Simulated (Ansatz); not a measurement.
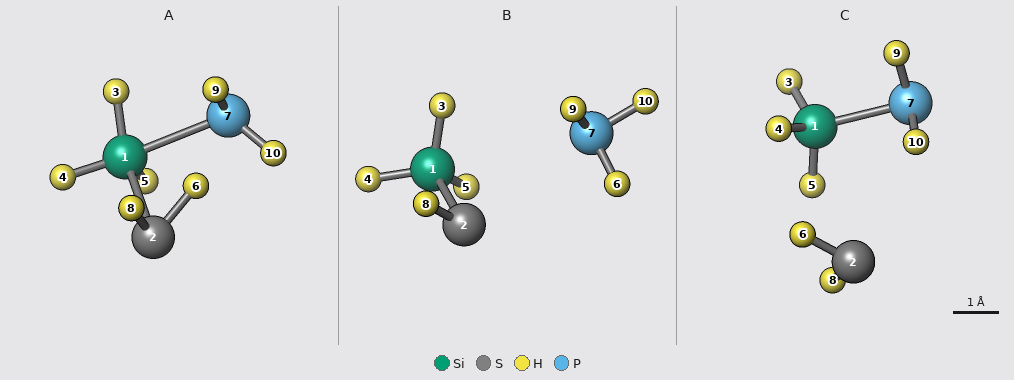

Three geometries of SiPH7S: a saddle point and the two minima that it joins, in shuffled order. A ball-and-stick model, seen from a free direction. Sticks join atoms that are closer than about 1.2 times the sum of their covalent radii (a little more with hydrogen).

Stationary points at PBE0-D4/def2-TZVP, single-point energies with CCSD(T)/CBS, SPW92 (LDA), CAM-B3LYP-D4, PBE0-D4, CCSD(T), RPA@PBE (def2-TZVPP where no basis is named; Ansatz 0.2.0). The energies are electronic, without zero-point or thermal terms, and both ends are the minima reached downhill from the saddle, with any fragments still in contact. CCSD(T)/CBS stands for a frozen-core estimate: MP2 correlation extrapolated from def2-TZVPP and def2-QZVPP, CCSD(T) minus MP2 from the smaller set.

**Identify the saddle point and describe the reaction.**

Frame A is the saddle point. Counted by bonded pieces, B holds PH₃ + SiH₄S and C holds H₂S + SiPH₅. From B over the saddle to C, bonds form: Si1–P7 (3.79 → 2.57 → 2.25 Å), S2–H6 (3.59 → 1.54 → 1.34 Å). Bonds break: Si1–S2 (2.14 → 2.45 → 3.97 Å), H6–P7 (1.42 → 1.90 → 4.50 Å). The saddle has one imaginary mode, 1009i cm⁻¹. With CCSD(T)/CBS the barrier is 62.4 kcal/mol from B and 53.8 kcal/mol from C, and C lies 8.5 kcal/mol above B.

```csv
level,barrier from B (kcal/mol),barrier from C (kcal/mol),C less B (kcal/mol)
CCSD(T)/CBS,62.4,53.8,8.5
SPW92 (LDA),42.4,35.2,7.2
CAM-B3LYP-D4,64.7,55.9,8.8
PBE0-D4,55.0,47.3,7.7
CCSD(T),63.6,55.3,8.3
RPA@PBE,63.1,54.8,8.3
```

Against CCSD(T)/CBS, RPA@PBE comes closest on the barrier from B (+0.7 kcal/mol) and SPW92 (LDA) misses most (−20.0 kcal/mol).

Limits of the set-up: the start holds two separate molecules, 3.5 Å apart at their closest, whose relative position is a soft coordinate.
